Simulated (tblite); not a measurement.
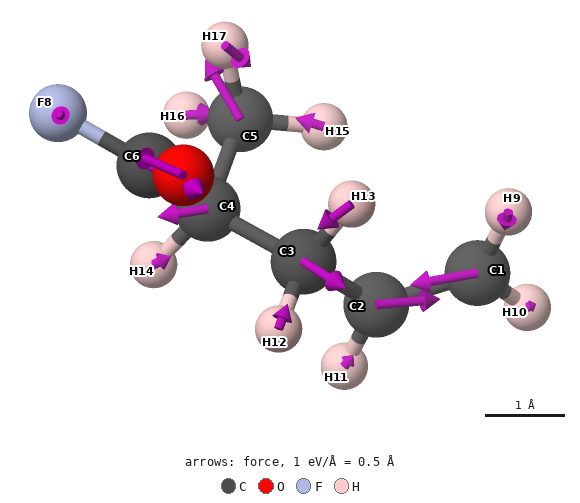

Starting geometry of C6H9FO with the computed forces as purple arrows. Style: ball-and-stick. Shown from a free direction.

All numbers below come from tblite 0.8.0, GFN2-xTB geometry optimisation, gas phase. 

What follows when this structure is relaxed?

Answer. It isn't relaxed: the largest force vector, on a C atom, is 3.04 eV/Å. The final displacements have little in common with the starting forces (cosine between the two patterns 0.20). After 73 geometry steps the energy has fallen by 52.6 kJ/mol. An H atom moves most after the best rigid fit: 0.74 Å. Largest moves by element: H 0.74 Å, F 0.60 Å, O 0.41 Å, C 0.17 Å. Among the contacts that change: C–H 1.128 → 1.091 Å, C–O 1.216 → 1.179 Å, C–C 1.351 → 1.319 Å, C–C 1.502 → 1.534 Å. Among the angles between lasting bonds that change: C–C–F 120.7° → 110.6°, C–C–O 121.5° → 130.6°, C–C–C 105.2° → 110.3°. Groups turn about C–C by about 45°.
